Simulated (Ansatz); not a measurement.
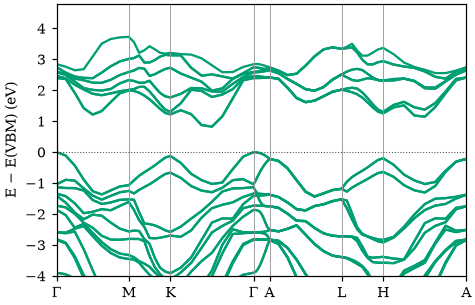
Figure: Band structure from PBE+D3(BJ) with spin–orbit coupling (plane waves, PAW; program Ansatz)

Problem. Read off the gap and where the band edges lie.

Solution. About 0.8 eV (0.79 eV by a search for the band edges); maximum at Γ, minimum on the K–Γ line, 45 % of the way from K.

The material is WSe₂ in space group P6_3/mmc (No. 194; W on 2d, Se on 4f).

The PBE+D3(BJ) relaxation kept the symmetry of its start; phonons on a q-mesh show no instability. No spin polarisation was allowed.

Potentials: the later of the program's two PAW sets.
